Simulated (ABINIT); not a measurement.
## How the form of the self-energy moves the gap of AlN (P6_3mc)

How much does the gap of AlN (P6_3mc) depend on the approximation to the self-energy?

Method: PBE and many-body steps on it, plane waves, in ABINIT 10.8.3.

The database entry behind the starting cell differs from later determinations by our own check (inner coordinate u about 0.002 short), so it need not match the best structure at ambient conditions.

### 1. The starting structure

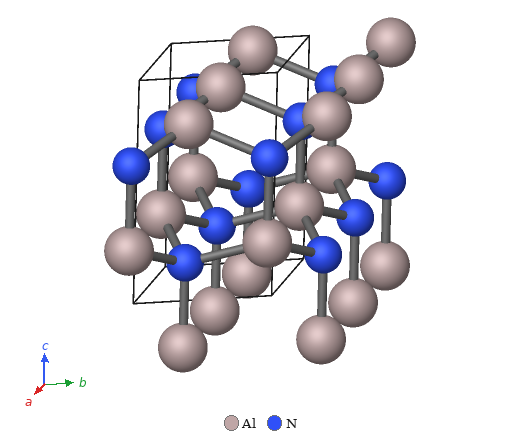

Start, viewed slightly off an axis; aluminium light grey, nitrogen blue. 3×2×1 cells are drawn. Some periodic images of atoms are drawn too.

The cell and positions come from the Crystallography Open Database and are kept as given unless a step says otherwise.

### 2. Empty states on the mesh, 6×6×4 mesh, 190 bands

This step: ABINIT 10.8.3; DFT, PBE, plane waves, norm-conserving pseudopotentials.

The sums over transitions need many empty states on a uniform mesh; this step solves for them.

Input file run.abi:

```
acell 3*1.0 Angstrom
rprim 
  3.113000000011 -0.000000000003 0.000000000000
  -1.556500000003 2.695937081992 0.000000000000
  0.000000000000 0.000000000000 4.981000000000
ntypat 2
znucl 13 7
natom 4
typat 1 1 2 2
xred 
  0.333333333333 0.666666666667 0.000000000000
  0.666666666667 0.333333333333 0.500000000000
  0.333333333333 0.666666666667 0.380000000000
  0.666666666667 0.333333333333 0.880000000000
pp_dirpath "pseudos"
pseudos "Al.upf, N.upf"
ecut 36
ngkpt 6 6 4
nshiftk 1
shiftk 0 0 0
kptopt 1
chksymbreak 0
irdden 1
istwfk *1
nband 190
prtvol 0
optdriver 6
gwr_task "HDIAGO"
paral_kgb 0
occopt 1
indata_prefix "in"
outdata_prefix "out"
tmpdata_prefix "tmp"
```

Run with:

```console
$ OMP_NUM_THREADS=1 mpirun -n 8 abinit run.abi > log
```

Log:

```text
.Version 10.8.3 of ABINIT. v10.8.2 released Aug 2026.

 Symmetries : space group P6_3 m c (#186); Bravais hP (primitive hexag.)
[... echo of the input left out ...]
== DATASET  1 ==================================================================
-   mpi_nproc: 8, omp_nthreads: 1 (-1 if OMP is not activated)

--- !DatasetInfo
iteration_state: {dtset: 1, }
dimensions: {natom: 4, nkpt: 21, mband: 190, nsppol: 1, nspinor: 1, nspden: 1, mpw: 2934, }
cutoff_energies: {ecut:  36.0, pawecutdg:  -1.0, }
[...]
Direct band gap semiconductor
 Fundamental gap:     4.220 (eV)
   VBM:     5.314 (eV) at k: [ 0.0000E+00,  0.0000E+00,  0.0000E+00]
   CBM:     9.535 (eV) at k: [ 0.0000E+00,  0.0000E+00,  0.0000E+00]
 Direct gap:         4.220 (eV) at k: [ 0.0000E+00,  0.0000E+00,  0.0000E+00]

== END DATASET(S) ==============================================================
================================================================================

 -outvars: echo values of variables after computation  --------
           etotal      0.0000000000E+00
            nband         190
             nkpt          21
          spgroup         186
 [... the other variables as echoed above ...]

 Calculation completed.
```

The job ended after 26 s (8 MPI ranks of AMD EPYC 9R45, shared host; peak memory 4.2 GiB; 3.4 min of CPU time).

This step gave:

```
gap                                                           : 4.220 eV
k of the valence top                                          : 0, 0, 0
k of the conduction bottom                                    : 0, 0, 0
least direct gap                                              : 4.220 eV
k points computed                                             : 21
lowest point of the top converged band, above the valence top : 134.4323 eV
```

On this mesh the gap is 4.220 eV.

The density comes from a self-consistent run that is not shown.

### 3. Screening, 6×6×4 mesh, 182 bands, screening to 228.6 eV

The RPA dielectric matrix is built and inverted for each q.

This step: RPA screening on PBE, plane waves, norm-conserving pseudopotentials.

Edit run.abi of step 2 so:

```diff
@@ -22,10 +22,11 @@
 chksymbreak 0
-irdden 1
 istwfk *1
-nband 190
-prtvol 0
-optdriver 6
-gwr_task "HDIAGO"
-paral_kgb 0
 occopt 1
+irdwfk 1
+optdriver 3
+nband 182
+ecuteps 8.4
+inclvkb 2
+awtr 1
+symchi 1
 indata_prefix "in"
```

Log:

```text
.Version 10.8.3 of ABINIT. v10.8.2 released Aug 2026.

 Symmetries : space group P6_3 m c (#186); Bravais hP (primitive hexag.)
[... echo of the input left out ...]
== DATASET  1 ==================================================================
-   mpi_nproc: 8, omp_nthreads: 1 (-1 if OMP is not activated)

--- !DatasetInfo
iteration_state: {dtset: 1, }
dimensions: {natom: 4, nkpt: 21, mband: 182, nsppol: 1, nspinor: 1, nspden: 1, mpw: 2934, }
cutoff_energies: {ecut:  36.0, pawecutdg:  -1.0, }
electrons: {nelect:   1.60000000E+01, charge:   0.00000000E+00, occopt:   1.00000000E+00, tsmear:   1.00000000E-02, }

 SCREENING: Calculation of the susceptibility and dielectric matrices

 Based on a program developped by R.W. Godby, V. Olevano, G. Onida, and L. Reining.
 Incorporated in ABINIT by V. Olevano, G.-M. Rignanese, and M. Torrent.
.Using double precision arithmetic ; gwpc =  8

[... cell and pseudopotentials left out ...]
--------------------------------------------------------------------------------

 ==== K-mesh for the wavefunctions ====
 Number of points in the irreducible wedge :    21
[... list of points left out ...]
 Together with 12 symmetry operations and time-reversal symmetry
 yields   144 points in the full Brillouin Zone.

 ==== Q-mesh for the screening function ====
 Number of points in the irreducible wedge :    21
[... list of points left out ...]
 Together with 12 symmetry operations and time-reversal symmetry
 yields   144 points in the full Brillouin Zone.

 setmesh: FFT mesh size selected  =    24x   24x   40
          total number of points  =        23040

 vcoul_init : cutoff-mode = AUXILIARY_FUNCTION
 q-points for optical limit:   1
     1)      0.000010    0.000020    0.000030

- screening: taking advantage of time-reversal symmetry
- Maximum band index for partially occupied states nbvw = 8
- Remaining bands to be divided among processors   nbcw = 174
- Number of bands treated by each node ~21

 Number of electrons calculated from density =   16.0000; Expected =   16.0000
 average of density, n =  0.056718
 r_s =    1.6146
 omega_plasma =   22.9728 [eV]

 calculating chi0 at frequencies [eV] :
  1    0.000000E+00    0.000000E+00
  2    0.000000E+00    2.297283E+01

--------------------------------------------------------------------------------
  q-point number  1        q = ( 0.000000, 0.000000, 0.000000) [r.l.u.]
--------------------------------------------------------------------------------
[... chi0 elements left out ...]
 For q-point:  0.000010 0.000020 0.000030
  dielectric constant =   4.2128
  dielectric constant without local fields =   4.6425

  Average fulfillment of the sum rule on Im[epsilon] for q-point    1 :     89.87  [%]
[... wings left out ...]
  q-point number  2        q = ( 0.166667, 0.000000, 0.000000) [r.l.u.]
--------------------------------------------------------------------------------
[... chi0 elements left out ...]
  Average fulfillment of the sum rule on Im[epsilon] for q-point    2 :     94.40  [%]

 [... 19 further q-points ...]
```

It took 70 s on 8 MPI ranks; peak memory 2.8 GiB; 9.3 min of CPU time.

Numbers from this step:

```
ε∞ with local fields, on this mesh, along the program's q direction : 4.213
the same without local fields                                       : 4.643
plasma frequency                                                    : 22.97 eV
plane waves in the screening matrix                                 : 313
```

Local fields lower ε∞ by 9 %.

### 4. G0W0, Godby-Needs plasmon pole

The self-energy is evaluated for the states that the input lists, and the levels follow from it, in one-shot runs by the linearised quasiparticle equation.

This step: G0W0 on PBE, plane waves, norm-conserving pseudopotentials.

Edit run.abi of step 3 so:

```diff
@@ -25,8 +25,15 @@
 irdwfk 1
-optdriver 3
+optdriver 4
 nband 182
+gwcalctyp 0
+ecutsigx 36
+symsigma 1
+nkptgw 1
+kptgw 
+  0.0000000000 0.0000000000 0.0000000000
+bdgw 
+  6 10
 ecuteps 8.4
-inclvkb 2
-awtr 1
-symchi 1
+irdscr 1
+ppmodel 1
 indata_prefix "in"
```

Log:

```text
.Version 10.8.3 of ABINIT. v10.8.2 released Aug 2026.

 Symmetries : space group P6_3 m c (#186); Bravais hP (primitive hexag.)
[... echo of the input left out ...]
== DATASET  1 ==================================================================
-   mpi_nproc: 8, omp_nthreads: 1 (-1 if OMP is not activated)

--- !DatasetInfo
iteration_state: {dtset: 1, }
dimensions: {natom: 4, nkpt: 21, mband: 182, nsppol: 1, nspinor: 1, nspden: 1, mpw: 2934, }
cutoff_energies: {ecut:  36.0, pawecutdg:  -1.0, }
electrons: {nelect:   1.60000000E+01, charge:   0.00000000E+00, occopt:   1.00000000E+00, tsmear:   1.00000000E-02, }

 SIGMA: Calculation of the GW corrections

 Based on a program developped by R.W. Godby, V. Olevano, G. Onida, and L. Reining.
 Incorporated in ABINIT by V. Olevano, G.-M. Rignanese, and M. Torrent.
.Using double precision arithmetic ; gwpc =  8

[... cell and pseudopotentials left out ...]
--------------------------------------------------------------------------------

 ==== K-mesh for the wavefunctions ====
 Number of points in the irreducible wedge :    21
[... list of points left out ...]
 Together with 12 symmetry operations and time-reversal symmetry
 yields   144 points in the full Brillouin Zone.

 ==== Q-mesh for screening function ====
 Number of points in the irreducible wedge :    21
[... list of points left out ...]
 Together with 12 symmetry operations and time-reversal symmetry
 yields   144 points in the full Brillouin Zone.

 vcoul_init : cutoff-mode = AUXILIARY_FUNCTION
 q-points for optical limit:   1
     1)      0.000010    0.000020    0.000030
 setmesh: FFT mesh size selected  =    27x   27x   54
          total number of points  =        39366

 Number of electrons calculated from density =   16.0000; Expected =   16.0000
 average of density, n =  0.056718
 r_s =    1.6146
 omega_plasma =   22.9728 [eV]

 === KS Band Gaps ===
  >>>> For spin  1
   Minimum direct gap =   4.2205 [eV], located at k-point      :   0.0000  0.0000  0.0000
   Fundamental gap    =   4.2205 [eV], Top of valence bands at :   0.0000  0.0000  0.0000
                                       Bottom of conduction at :   0.0000  0.0000  0.0000
 SIGMA fundamental parameters:
 PLASMON POLE MODEL  1
 number of plane-waves for SigmaX                 2863
 number of plane-waves for SigmaC and W            313
 number of plane-waves for wavefunctions          2863
 number of bands                                   182
 number of independent spin polarizations            1
 number of spinorial components                      1
 number of k-points in IBZ                          21
 number of q-points in IBZ                          21
 number of symmetry operations                      12
 number of k-points in BZ                          144
 number of q-points in BZ                          144
 number of frequencies for dSigma/dE                 9
 frequency step for dSigma/dE [eV]                0.25
 number of omega for Sigma on real axis              0
 max omega for Sigma on real axis  [eV]           0.00
 zcut for avoiding poles [eV]                     0.10

 EPSILON^-1 parameters (SCR file):
 dimension of the eps^-1 matrix on file            313
 dimension of the eps^-1 matrix used               313
 number of plane-waves for wavefunctions          2863
 number of bands                                   182
 number of q-points in IBZ                          21
 number of frequencies                               2
 number of real frequencies                          1
 number of imag frequencies                          1

 matrix elements of self-energy operator (all in [eV])

 Perturbative Calculation

--- !SelfEnergy_ee
iteration_state: {dtset: 1, }
kpoint     : [   0.000,    0.000,    0.000, ]
spin       : 1
KS_gap     :    4.220
QP_gap     :    5.615
Delta_QP_KS:    1.394
data: !SigmaeeData |
     Band     E0 <VxcDFT>   SigX SigC(E0)      Z dSigC/dE  Sig(E)    E-E0       E
        6   5.135 -16.968 -20.992   2.958   0.787  -0.271 -17.807  -0.839   4.296
        7   5.135 -16.968 -20.992   2.958   0.787  -0.271 -17.807  -0.839   4.296
        8   5.314 -17.078 -21.024   2.916   0.787  -0.271 -17.889  -0.811   4.504
        9   9.535 -12.527  -8.048  -3.764   0.817  -0.224 -11.944   0.584  10.118
       10  11.990 -10.836  -5.799  -4.284   0.827  -0.210 -10.214   0.622  12.612

== END DATASET(S) ==============================================================
================================================================================

 -outvars: echo values of variables after computation  --------
           etotal      0.0000000000E+00
            nband         182
             nkpt          21
          spgroup         186
 [... the other variables as echoed above ...]

 Calculation completed.
```

Wall time 8.8 s (8 MPI ranks); peak memory 2.7 GiB.

This step gave:

```
G0W0 gap on the points computed              : 5.614 eV
starting gap on the mesh                     : 4.220 eV
k of the valence top                         : 0, 0, 0
k of the conduction bottom                   : 0, 0, 0
Z at the valence top                         : 0.787
Z at the conduction bottom                   : 0.817
least direct G0W0 gap on the computed points : 5.614 eV
```

The gap on the mesh goes from 4.22 eV to 5.61 eV, a correction of +1.39 eV.

### 5. G0W0, Hybertsen-Louie plasmon pole

Edit run.abi of step 4 so:

```diff
@@ -37,3 +37,3 @@
 irdscr 1
-ppmodel 1
+ppmodel 2
 indata_prefix "in"
```

Log:

```text
.Version 10.8.3 of ABINIT. v10.8.2 released Aug 2026.

 Symmetries : space group P6_3 m c (#186); Bravais hP (primitive hexag.)
[... echo of the input left out ...]
== DATASET  1 ==================================================================
-   mpi_nproc: 8, omp_nthreads: 1 (-1 if OMP is not activated)

--- !DatasetInfo
iteration_state: {dtset: 1, }
dimensions: {natom: 4, nkpt: 21, mband: 182, nsppol: 1, nspinor: 1, nspden: 1, mpw: 2934, }
cutoff_energies: {ecut:  36.0, pawecutdg:  -1.0, }
electrons: {nelect:   1.60000000E+01, charge:   0.00000000E+00, occopt:   1.00000000E+00, tsmear:   1.00000000E-02, }

 SIGMA: Calculation of the GW corrections

 Based on a program developped by R.W. Godby, V. Olevano, G. Onida, and L. Reining.
 Incorporated in ABINIT by V. Olevano, G.-M. Rignanese, and M. Torrent.
.Using double precision arithmetic ; gwpc =  8

[... cell and pseudopotentials left out ...]
--------------------------------------------------------------------------------

 ==== K-mesh for the wavefunctions ====
 Number of points in the irreducible wedge :    21
[... list of points left out ...]
 Together with 12 symmetry operations and time-reversal symmetry
 yields   144 points in the full Brillouin Zone.

 ==== Q-mesh for screening function ====
 Number of points in the irreducible wedge :    21
[... list of points left out ...]
 Together with 12 symmetry operations and time-reversal symmetry
 yields   144 points in the full Brillouin Zone.

 vcoul_init : cutoff-mode = AUXILIARY_FUNCTION
 q-points for optical limit:   1
     1)      0.000010    0.000020    0.000030
 setmesh: FFT mesh size selected  =    27x   27x   54
          total number of points  =        39366

 Number of electrons calculated from density =   16.0000; Expected =   16.0000
[...]
number of q-points in IBZ                          21
 number of symmetry operations                      12
 number of k-points in BZ                          144
 number of q-points in BZ                          144
 number of frequencies for dSigma/dE                 9
 frequency step for dSigma/dE [eV]                0.25
 number of omega for Sigma on real axis              0
 max omega for Sigma on real axis  [eV]           0.00
 zcut for avoiding poles [eV]                     0.10

 EPSILON^-1 parameters (SCR file):
 dimension of the eps^-1 matrix on file            313
 dimension of the eps^-1 matrix used               313
 number of plane-waves for wavefunctions          2863
 number of bands                                   182
 number of q-points in IBZ                          21
 number of frequencies                               2
 number of real frequencies                          1
 number of imag frequencies                          1

 matrix elements of self-energy operator (all in [eV])

 Perturbative Calculation

--- !SelfEnergy_ee
iteration_state: {dtset: 1, }
kpoint     : [   0.000,    0.000,    0.000, ]
spin       : 1
KS_gap     :    4.220
QP_gap     :    5.721
Delta_QP_KS:    1.500
data: !SigmaeeData |
     Band     E0 <VxcDFT>   SigX SigC(E0)      Z dSigC/dE  Sig(E)    E-E0       E
        6   5.135 -16.968 -20.992   2.451   0.825  -0.212 -18.266  -1.298   3.837
        7   5.135 -16.968 -20.992   2.451   0.825  -0.212 -18.266  -1.298   3.837
        8   5.314 -17.078 -21.024   2.414   0.825  -0.212 -18.342  -1.265   4.050
        9   9.535 -12.527  -8.048  -4.200   0.846  -0.182 -12.291   0.236   9.771
       10  11.990 -10.836  -5.799  -4.581   0.852  -0.173 -10.447   0.389  12.379

== END DATASET(S) ==============================================================
================================================================================

 -outvars: echo values of variables after computation  --------
           etotal      0.0000000000E+00
            nband         182
             nkpt          21
          spgroup         186
 [... the other variables as echoed above ...]

 Calculation completed.
```

It took 8.8 s on 8 MPI ranks; peak memory 2.5 GiB; 69 s of CPU time.

Numbers from this step:

| Quantity | Value |
| --- | --- |
| G0W0 gap on the points computed | 5.721 eV |
| starting gap on the mesh | 4.220 eV |
| k of the valence top | 0, 0, 0 |
| k of the conduction bottom | 0, 0, 0 |
| Z at the valence top | 0.825 |
| Z at the conduction bottom | 0.846 |
| least direct G0W0 gap on the computed points | 5.721 eV |

Against G0W0 in ABINIT (6×6×4 mesh, 182 bands, screening to 228.6 eV, Godby-Needs plasmon pole), the gap moves by +0.107 eV.

### 6. G0W0, von der Linden-Horsch plasmon pole

Edit run.abi of step 5 so:

```diff
@@ -37,3 +37,3 @@
 irdscr 1
-ppmodel 2
+ppmodel 3
 indata_prefix "in"
```

Log:

```text
.Version 10.8.3 of ABINIT. v10.8.2 released Aug 2026.

 Symmetries : space group P6_3 m c (#186); Bravais hP (primitive hexag.)
[... echo of the input left out ...]
== DATASET  1 ==================================================================
-   mpi_nproc: 8, omp_nthreads: 1 (-1 if OMP is not activated)

--- !DatasetInfo
iteration_state: {dtset: 1, }
dimensions: {natom: 4, nkpt: 21, mband: 182, nsppol: 1, nspinor: 1, nspden: 1, mpw: 2934, }
cutoff_energies: {ecut:  36.0, pawecutdg:  -1.0, }
[...]
8   5.314 -17.078 -21.024   2.501   0.838  -0.193 -18.289  -1.211   4.104
        9   9.535 -12.527  -8.048  -4.157   0.860  -0.163 -12.250   0.277   9.812
       10  11.990 -10.836  -5.799  -4.716   0.870  -0.150 -10.557   0.279  12.269

== END DATASET(S) ==============================================================
================================================================================

 -outvars: echo values of variables after computation  --------
           etotal      0.0000000000E+00
            nband         182
             nkpt          21
          spgroup         186
 [... the other variables as echoed above ...]

 Calculation completed.
```

The job ended after 5.8 s (8 MPI ranks; peak memory 1.3 GiB).

Numbers from this step:

| Property | Result |
| --- | --- |
| G0W0 gap on the points computed | 5.708 eV |
| starting gap on the mesh | 4.220 eV |
| k of the valence top | 0, 0, 0 |
| k of the conduction bottom | 0, 0, 0 |
| least direct G0W0 gap on the computed points | 5.708 eV |

Against G0W0 in ABINIT (6×6×4 mesh, 182 bands, screening to 228.6 eV, Godby-Needs plasmon pole), the gap moves by +0.094 eV.

### 7. G0W0, Engel-Farid plasmon pole

Edit run.abi of step 6 so:

```diff
@@ -37,3 +37,3 @@
 irdscr 1
-ppmodel 3
+ppmodel 4
 indata_prefix "in"
```

Log:

```text
.Version 10.8.3 of ABINIT. v10.8.2 released Aug 2026.

 Symmetries : space group P6_3 m c (#186); Bravais hP (primitive hexag.)
[... echo of the input left out ...]
== DATASET  1 ==================================================================
-   mpi_nproc: 8, omp_nthreads: 1 (-1 if OMP is not activated)

--- !DatasetInfo
iteration_state: {dtset: 1, }
dimensions: {natom: 4, nkpt: 21, mband: 182, nsppol: 1, nspinor: 1, nspden: 1, mpw: 2934, }
cutoff_energies: {ecut:  36.0, pawecutdg:  -1.0, }
[...]
8   5.314 -17.078 -21.024   2.537   0.801  -0.248 -18.206  -1.129   4.186
        9   9.535 -12.527  -8.048  -4.021   0.832  -0.202 -12.146   0.381   9.916
       10  11.990 -10.836  -5.799  -4.491   0.839  -0.193 -10.379   0.457  12.447

== END DATASET(S) ==============================================================
================================================================================

 -outvars: echo values of variables after computation  --------
           etotal      0.0000000000E+00
            nband         182
             nkpt          21
          spgroup         186
 [... the other variables as echoed above ...]

 Calculation completed.
```

Elapsed: 5.7 s, on 8 MPI ranks; peak memory 1.3 GiB.

Numbers from this step:

| Item | Value |
| --- | --- |
| G0W0 gap on the points computed | 5.73 eV |
| starting gap on the mesh | 4.220 eV |
| k of the valence top | 0, 0, 0 |
| k of the conduction bottom | 0, 0, 0 |
| least direct G0W0 gap on the computed points | 5.73 eV |

Against G0W0 in ABINIT (6×6×4 mesh, 182 bands, screening to 228.6 eV, Godby-Needs plasmon pole), the gap moves by +0.116 eV.

[end of part 1 of 2]

[Paths, hosts, dates, memory and timing lines, banners, echoed tables and standing remarks are left out of the program output.]

[Logs are printed without paths, hosts, clocks, repeated set-up lines and the standing remarks that a program may print on its own settings, such as how far it seeks lower states.]

[Runs of the session that timed out or met a known fault of the program may be left out.]

[Hosts, paths, dates, database ids (printed as entryN), source tags and the programs' standing remarks are cut or masked in the printed files.]

[G0W0 gaps are taken among the corrected bands and points alone; a level outside them can change the order at an edge.]

[Where Ansatz stands beside ABINIT at settings called matched, ABINIT's density can come from a denser mesh and the files from another edition; pairs whose starting gaps differed by over 0.03 eV were left out, so agreement reads better than it is.]
